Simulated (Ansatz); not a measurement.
# A frame of liquid methanol from 298 K (108 atoms): geometry optimisation, part 3 of 3

Aim: bring a frame of liquid methanol from 298 K (108 atoms) to a nearby minimum of the energy and see what moves.

Ansatz 0.2.0; Kohn-Sham DFT, PBE+D3(BJ), PAW (set soft_2), plane waves.

The cell: 18 C, 18 O and 72 H. The network of contacts between molecules at the start is that of the classical potential that made the cell. Only the Γ point is sampled, in a cell whose shortest periodic width is 11 Å.

So far, density (g/cm³): step 4 (structure statistics after relaxation) 0.791.

**5. Single point at the relaxed geometry**

One more single point at the end of the walk gives the fuller output and checks the residual forces.

The input, input.yaml:

```yaml
crystal:
  lattice:
    - [10.65831, 0.0, 0.0]
    - [0.0, 10.65831, 0.0]
    - [0.0, 0.0, 10.65831]
  atoms:
    - { symbol: C, position: [0.58468, 0.08079, 0.94824] }
    - { symbol: O, position: [0.45844, 0.09425, 0.9064] }
    - { symbol: H, position: [0.62931, 0.00994, 0.88805] }
    - { symbol: H, position: [0.59027, 0.04814, 0.04629] }
    - { symbol: H, position: [0.63871, 0.16864, 0.93867] }
    - { symbol: H, position: [0.41789, 0.1604, 0.95603] }
    - { symbol: C, position: [0.36077, 0.53732, 0.6283] }
    - { symbol: O, position: [0.27246, 0.43666, 0.62394] }
    - { symbol: H, position: [0.38191, 0.56495, 0.53153] }
    - { symbol: H, position: [0.44875, 0.50888, 0.67444] }
    - { symbol: H, position: [0.32187, 0.6197, 0.67711] }
    - { symbol: H, position: [0.24134, 0.4185, 0.70967] }
    - { symbol: C, position: [0.761, 0.54713, 0.33065] }
    - { symbol: O, position: [0.88521, 0.59644, 0.33085] }
    - { symbol: H, position: [0.74197, 0.51021, 0.23634] }
    - { symbol: H, position: [0.69014, 0.61968, 0.35143] }
    - { symbol: H, position: [0.74974, 0.46974, 0.3987] }
    - { symbol: H, position: [0.90036, 0.6311, 0.41532] }
    - { symbol: C, position: [0.43081, 0.48356, 0.26451] }
    - { symbol: O, position: [0.43533, 0.48712, 0.13009] }
    - { symbol: H, position: [0.46008, 0.57597, 0.29913] }
    - { symbol: H, position: [0.49581, 0.41246, 0.30195] }
    - { symbol: H, position: [0.3357, 0.4629, 0.29926] }
    - { symbol: H, position: [0.39462, 0.41032, 0.09682] }
    - { symbol: C, position: [0.63947, 0.27838, 0.65722] }
    - { symbol: O, position: [0.76312, 0.3245, 0.67515] }
    - { symbol: H, position: [0.57794, 0.29609, 0.73867] }
    - { symbol: H, position: [0.64516, 0.17622, 0.64465] }
    - { symbol: H, position: [0.59415, 0.31885, 0.57311] }
    - { symbol: H, position: [0.75677, 0.41633, 0.68795] }
    - { symbol: C, position: [0.87771, 0.92065, 0.19233] }
    - { symbol: O, position: [0.83695, 0.0038, 0.28968] }
    - { symbol: H, position: [0.97663, 0.94108, 0.17216] }
    - { symbol: H, position: [0.82302, 0.93603, 0.10607] }
    - { symbol: H, position: [0.86932, 0.82139, 0.22033] }
    - { symbol: H, position: [0.74276, 0.00465, 0.28716] }
    - { symbol: C, position: [0.19322, 0.83827, 0.32323] }
    - { symbol: O, position: [0.26366, 0.84675, 0.43704] }
    - { symbol: H, position: [0.23321, 0.7633, 0.26515] }
    - { symbol: H, position: [0.19784, 0.92642, 0.26927] }
    - { symbol: H, position: [0.09415, 0.81624, 0.3425] }
    - { symbol: H, position: [0.24761, 0.93091, 0.47602] }
    - { symbol: C, position: [0.22687, 0.22122, 0.11678] }
    - { symbol: O, position: [0.3128, 0.28106, 0.03159] }
    - { symbol: H, position: [0.19881, 0.12833, 0.08132] }
    - { symbol: H, position: [0.1426, 0.27902, 0.13116] }
    - { symbol: H, position: [0.27382, 0.21009, 0.20749] }
    - { symbol: H, position: [0.262, 0.31443, 0.95998] }
    - { symbol: C, position: [0.05513, 0.3114, 0.81936] }
    - { symbol: O, position: [0.16663, 0.38123, 0.85098] }
    - { symbol: H, position: [0.99362, 0.36518, 0.75663] }
    - { symbol: H, position: [0.00194, 0.28605, 0.90409] }
    - { symbol: H, position: [0.08432, 0.22522, 0.77134] }
    - { symbol: H, position: [0.13999, 0.46391, 0.89174] }
    - { symbol: C, position: [0.04138, 0.67911, 0.62122] }
    - { symbol: O, position: [0.91779, 0.69688, 0.56987] }
    - { symbol: H, position: [0.04273, 0.69853, 0.72266] }
    - { symbol: H, position: [0.11027, 0.73923, 0.5736] }
    - { symbol: H, position: [0.06811, 0.5809, 0.60632] }
    - { symbol: H, position: [0.90245, 0.78949, 0.55635] }
    - { symbol: C, position: [0.52537, 0.10877, 0.32172] }
    - { symbol: O, position: [0.58785, 0.99791, 0.28026] }
    - { symbol: H, position: [0.42489, 0.09114, 0.33793] }
    - { symbol: H, position: [0.53471, 0.18019, 0.24803] }
    - { symbol: H, position: [0.56655, 0.14625, 0.40894] }
    - { symbol: H, position: [0.55823, 0.92538, 0.33337] }
    - { symbol: C, position: [0.73666, 0.63347, 0.82852] }
    - { symbol: O, position: [0.74012, 0.57843, 0.70665] }
    - { symbol: H, position: [0.67461, 0.57626, 0.88753] }
    - { symbol: H, position: [0.69874, 0.72977, 0.82544] }
    - { symbol: H, position: [0.83027, 0.63638, 0.87244] }
    - { symbol: H, position: [0.80317, 0.62468, 0.65536] }
    - { symbol: C, position: [0.32157, 0.08816, 0.64393] }
    - { symbol: O, position: [0.23027, 0.06678, 0.5478] }
    - { symbol: H, position: [0.31775, 0.0102, 0.71081] }
    - { symbol: H, position: [0.30241, 0.17555, 0.69516] }
    - { symbol: H, position: [0.41741, 0.09389, 0.60561] }
    - { symbol: H, position: [0.21538, 0.14767, 0.50217] }
    [... 24 atom lines left out ...]
    - { symbol: C, position: [0.05482, 0.31326, 0.42148] }
    - { symbol: O, position: [0.18624, 0.28839, 0.43916] }
    - { symbol: H, position: [0.03935, 0.40536, 0.3774] }
    - { symbol: H, position: [0.00263, 0.30995, 0.5106] }
    - { symbol: H, position: [0.01717, 0.23994, 0.35974] }
    - { symbol: H, position: [0.21907, 0.34879, 0.50229] }
kpoints:
  mp_grid: { grid: [1, 1, 1] }
hamiltonian:
  xc: pbe
  dispersion: d3bj
scf:
  occupations: { method: fixed }
output:
  forces: true
  stress: true
  populations: intrinsic
  dos:
    method: { smearing: { sigma: 0.08 } }
    de: 0.1
    projected: { site_lists: { C: [C], H: [H], O: [O] } }
  eigenvalues: true
  write_density: true
  write_potential: true
  volumetric_format: npy
  elf: true
```

The run is started by

```console
$ ansatz run input.yaml --threads 4 --pin off --max-ram 8192MiB --backend cpu --events-out ev --progress --plain --runs-dir out
```

Numbers of over 12 decimals in the logs are rounded to 6 here.

Output:

```text
[...]
Crystal: 108 atoms, lattice volume = 1210.779 Å³
Basis set: ecut = 420 eV, 23703 PW (Γ), exchange–correlation on 144×144×144 points (8 copies of the dense FFT grid, shifted against one another)
Bands: 234, of which v1, the nominal top of the filled ones, is band 126 counted from 1 (125 counted from 0)
Symmetry: 1 space group operations
[...]
k-points: 1
[...]
SCF iter   1: F=—  HF=-15884.174503 eV  |F-HF|=—  |Δ(HF+E_count)|=         —  Δρ=3.70e-3  dr2=1.91e-1  ethr=1.77e-3  ⟨swp⟩=5.0  Hψ=804  notcnv=0  defer=106
[...]
SCF iter   9: F=-15884.134495 eV  HF=-15884.134495 eV  |F-HF|=3.56e-8  |Δ(HF+E_count)|=   1.92e-7  Δρ=1.33e-6  dr2=2.57e-8  ethr=3.97e-11  ⟨swp⟩=21.0  Hψ=2307  notcnv=0
SCF 1 converged in 9 iterations: F = -15884.134495 eV  dr2 = 2.57e-8
[...]
WARN: The input density's exchange-correlation potential varies sharply where the density is thin. Do not read a vacuum level from v_tot or v_xc, or from such a field of the output density. On a cell that repeats whose density bears no net charge and no dipole along the vacuum's axis use v_es (v_loc + v_h of the components); [...]
SCF converged after 9 iterations
Free energy (F): -15884.134495 eV
[...]
Internal energy: -15884.134495 eV  (E = F + TS)
E sigma→0 (E₀):  -15884.134495 eV
Fermi energy:    -1.989451 eV
[...]
--- Forces (eV/Å), atoms counted from 1 ---
  atom   1  C     -0.00123646    -0.00267902    -0.00047270
  atom   2  O      0.00374791    -0.00593788     0.00285348
  atom   3  H     -0.00256035     0.00327447     0.00117661
  atom   4  H      0.00057287     0.00102633    -0.00230069
  atom   5  H     -0.00087352    -0.00147322     0.00022610
  atom   6  H     -0.00010810     0.00656664    -0.00707444
  atom   7  C     -0.00246838    -0.00612991     0.00667983
  atom   8  O      0.01261640     0.00796307    -0.02552799
  atom   9  H     -0.00649095    -0.00539478     0.00110134
  atom  10  H      0.00429120     0.00411370     0.00063478
  atom  11  H      0.00025200     0.00135582     0.00050651
  atom  12  H     -0.01078886     0.00464792     0.01502146
  atom  13  C      0.00224344     0.00137688    -0.00024862
  atom  14  O     -0.00145881    -0.00391112    -0.01115669
[...]
atom 107  H      0.00175941     0.00375189     0.00390614
  atom 108  H      0.00011761    -0.00057864    -0.00032279
  max |Σ_I F_I| component: 1.49e-4 eV/Å
--- Stress (GPa, compression-positive) ---
       -0.225904      -0.015158       0.010777
       -0.015158      -0.281708      -0.028910
        0.010777      -0.028910      -0.272491
  P = ⅓ Tr σ = -0.2600 GPa (-2.600 kbar)
--- Band table (eV) ---
[...]
--- intrinsic populations: 108 sites ---
  site symbol       q [e]
     0      C      4.3052
     1      O      6.6166
     2      H      0.8234
[...]
107      H      0.6263
  spilling = 0.000000 (of n_electrons = 252.000000)
```

The job ended after 13 s (4 threads of Intel Xeon Platinum 8488C (Sapphire Rapids), shared host; peak memory 1.2 GiB; 42 s of CPU time).

The program notes that the exchange-correlation potential is rough where the density is thin.

Numbers from this run:

```
free energy                                      : -15884.1345 eV
free energy per atom                             : -147.0753 eV/atom
SCF cycles                                       : 9
pressure                                         : -0.26 GPa
r.m.s. force component                           : 0.00401 eV/Å
longest force                                    : 0.02957 eV/Å
Fermi energy                                     : -1.989 eV
gap (highest filled to lowest empty level) : 4.533 eV
```

Intrinsic-atomic-orbital charges by element:

```
element  coordination  atoms  mean charge (e)  spread   least    most
      C           all     18           -0.307  0.0081  -0.321  -0.287
      H           all     72            0.221  0.0863   0.141   0.374
      O           all     18           -0.576  0.0211  -0.624  -0.546
```

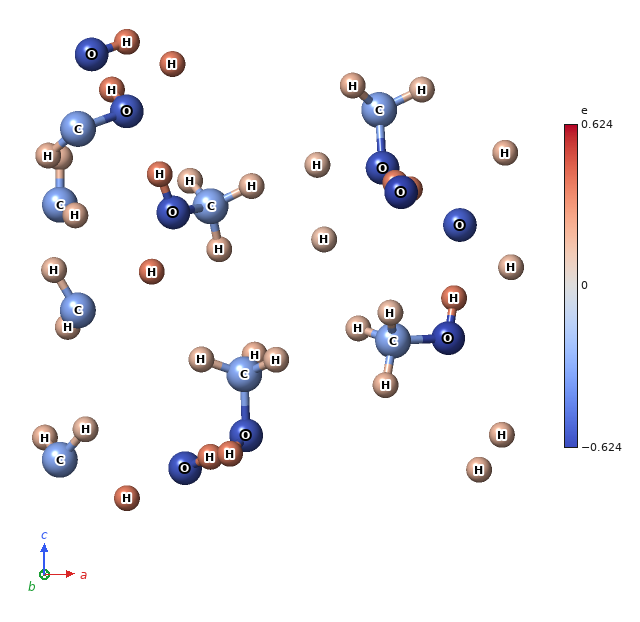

Atoms coloured by intrinsic-atomic-orbital charge. Drawn is a slice 4 Å thick, seen along the normal of the ac plane. Bonds to atoms that aren't drawn are left out.

Density of states as counts of states in windows of 1 eV (from the Fermi level), total and the larger projections:

```
from (eV)  to (eV)  total   O p   C p   H s  C s
      -14      -12    0.0   0.0   0.0   0.0  0.0
      -12      -11   18.2   3.0   0.4   6.1  7.5
      -11      -10   17.8   2.7   0.5   5.9  7.2
      -10       -8    0.0   0.0   0.0   0.0  0.0
       -8       -7   12.5   6.2   2.7   2.8  0.2
       -7       -6   23.5  10.7   6.5   5.1  0.4
       -6       -5   17.0   4.3   8.2   4.1  0.0
       -5       -4   54.9  16.0  25.3  12.2  0.1
       -4       -3    7.4   2.1   2.5   2.4  0.0
       -3       -2   18.0   8.0   4.2   4.5  0.0
       -2       -1   17.0  11.0   2.1   3.0  0.0
       -1        0   28.0  21.7   2.0   3.9  0.0
        0        1    1.6   1.3   0.1   0.2  0.0
        1        4    0.0   0.0   0.0   0.0  0.0
        4        5    2.0   0.0   0.2   0.9  0.3
```

The curve was stored every 0.100 eV, coarse against its broadening of 0.08 eV, so these counts are rough.

With fixed occupations the program's Fermi level is the highest filled level; weight inside the gap is the broadening of levels at its edges.

Between -21 and -14 eV lie 36 more states.

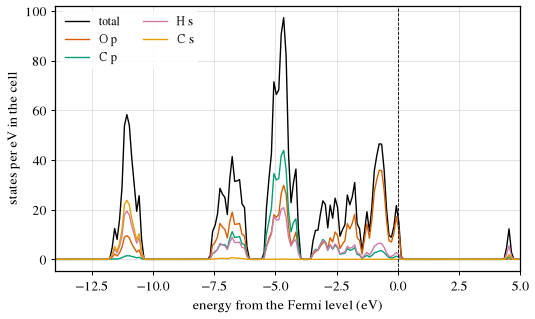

Total and projected density of states, with the broadening of the input.

The levels nearest the highest filled one (over half full), pooled over k-points and spins:

```
level less the highest filled one (eV)  occupation
                                -0.564           2
                                -0.526           2
                                -0.411           2
                                -0.198           2
                               -0.0421           2
                                     0           2
                                  4.53           0
                                  5.15           0
                                  5.32           0
                                  5.34           0
                                  5.47           0
                                  5.67           0
```

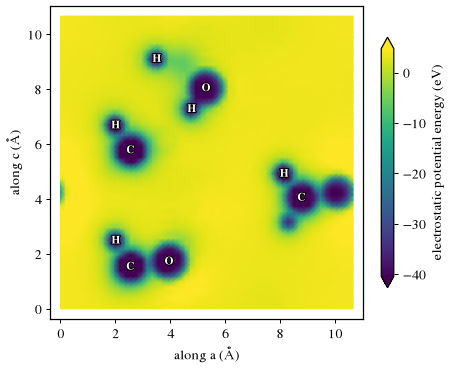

Electrostatic potential energy in the ac plane at fractional y = 0.296, with atoms of C and H and O within 0.2 Å of it. With pseudopotentials it is smooth inside the atoms' cores, unlike the true potential. The map starts off the cell's origin, so that atoms lie inside it.

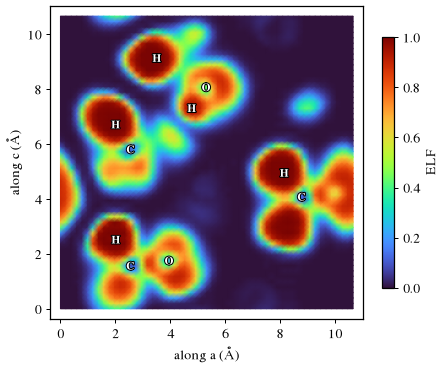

ELF in the ac plane at fractional y = 0.296, with atoms of C and H and O within 0.2 Å of it. It is the smooth field of the valence electrons, not physical close to the nuclei. The map starts off the cell's origin, so that atoms lie inside it.

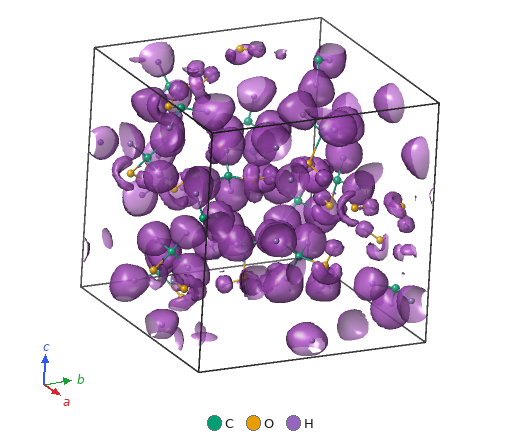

Surface of ELF = 0.85. Bonds to atoms that aren't drawn are left out.

Mean intrinsic-atomic-orbital charges: C -0.31, H +0.22, O -0.58 e. The largest share in the top eV of filled states is O p (79 % of the projected weight), and in the lowest eV of empty states H s (53 % of the projected weight).

Local excerpt of 8 atoms (numbers count through the whole input) about C7, picked at random; x, y, z are measured from there.

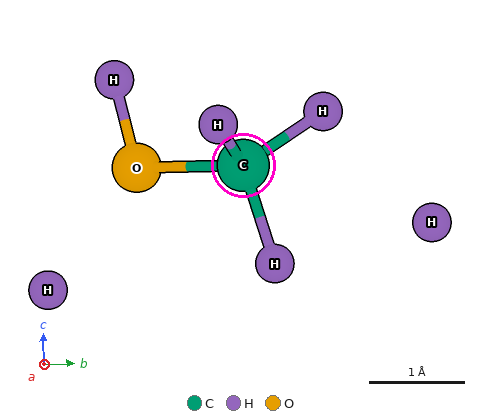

The atoms of the table, within 2.9 Å (arrows a, b, c point along x, y, z); some may hide others; the central atom is ringed.

```
atom      x      y      z  distance (Å)  bonds  intrinsic-atomic-orbital charge (e)
  C7   0.00   0.00   0.00          0.00      4                                -0.30
  H9   0.23   0.29  -1.03          1.10      1                                 0.18
 H10   0.94  -0.30   0.49          1.10      1                                 0.17
 H11  -0.41   0.88   0.52          1.10      1                                 0.16
  O8  -0.94  -1.07  -0.05          1.43      2                                -0.57
 H12  -1.27  -1.27   0.87          1.99      1                                 0.37
H108  -1.51  -2.01  -1.34          2.85      1                                 0.37
 H87   2.22   1.85  -0.53          2.94      1                                 0.17
```

The column of bonds counts only the pairs H-C within 1.34 Å, H-O within 1.21 Å, C-O within 1.73 Å; other neighbours, such as metal atoms beside each other in a compound, aren't counted, and periodic images can show an atom twice.

**6. Results**

* energy change in the relaxation: -52.91 meV/atom
* r.m.s. displacement: 1.097 Å
* largest displacement: 2.773 Å
* free energy per atom: -147.0753 eV/atom
* pressure: -0.26 GPa
* r.m.s. force component: 0.00401 eV/Å
* gap (highest filled to lowest empty level): 4.533 eV
* wall time of the 3 DFT runs: 5.2 min

In words: Relaxation lowers the energy by 52.9 meV/atom and moves atoms by 1.1 Å r.m.s.; the r.m.s. force component goes from 0.80 to 0.0040 eV/Å, the pressure goes from 2.2 to -0.26 GPa, and the gap from 4.03 to 4.53 eV. By the final cutoffs no bond was broken or made. From the first step to the last the energy fell by 5.715 eV, and the largest move was 2.77 Å (H22). The C-O bonds change most in mean length: from 1.410 Å (spread 0.023) to 1.432 Å (spread 0.006). Counting bonds as in the table, all C atoms have 4, all H atoms have 1 and all O atoms have 2 bonded neighbours. Between filled and empty levels lie 4.53 eV (at Γ alone); a semilocal functional tends to put such gaps too low. In a disordered cell it changes from sample to sample and from frame to frame.

**Limits.** The network of contacts between molecules at the start is that of the classical potential that made the cell; in DFT atoms moved by 1.1 Å r.m.s.

[Logs are printed without paths, hosts, clocks, repeated set-up lines and the standing remarks that a program may print on its own settings, such as how far it seeks lower states.]

[Hosts, paths, dates, database ids (printed as entryN), source tags and the programs' standing remarks are cut or masked in the printed files.]
